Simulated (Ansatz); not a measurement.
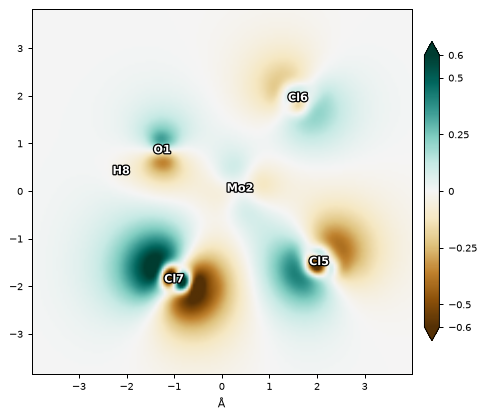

The picture shows: Cl3F2HMoO. The HOMO on the plane of atoms Cl5, Mo2 and Cl6 (values in Å⁻³ᐟ²; the overall sign is arbitrary).

Geometry: PBE0-D4/def2-TZVP; core potentials replace the inner electrons of Mo.

All numbers below come from RKS PBE0-D4/def2-TZVPP (Ansatz 0.2.0).

```yaml
atoms:
  - { symbol: O, position_ang: [-0.3306, -1.4634, 0.5083] }
  - { symbol: Mo, position_ang: [-0.0849, 0.2882, 0.0433] }
  - { symbol: F, position_ang: [1.1293, 0.5783, 1.3883] }
  - { symbol: F, position_ang: [-1.3893, 0.2323, -1.2461] }
  - { symbol: Cl, position_ang: [0.6698, 2.1852, -0.9274] }
  - { symbol: Cl, position_ang: [-1.6525, 1.1363, 1.4307] }
  - { symbol: Cl, position_ang: [1.5145, -0.7300, -1.3519] }
  - { symbol: H, position_ang: [0.1438, -2.2269, 0.1549] }
```

Question: Where does this orbital lie, and at what energy?

Answer: Its weight (Hirshfeld) is mainly on Cl7 (about 65 %) and Cl5 (about 25 %). Its energy is −8.98 eV.
